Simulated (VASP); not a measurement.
Band structure of TiAl (L1_0). Calculation: SCAN meta-GGA, VASP's PBE PAW potentials (set 64) (plane waves; VASP).

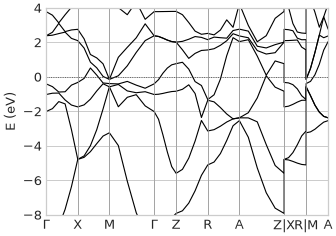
Bands along high-symmetry lines, zero at the valence-band maximum or, without a gap, the Fermi level

### Question
Read the plot: is there a gap, and where are the band edges?

### Answer
It has no gap at this level: it comes out as a metal or semimetal.

The compound is TiAl in the L1_0 structure. It was relaxed first. The electron count is odd and the run is not spin-polarised, which forces a metal.
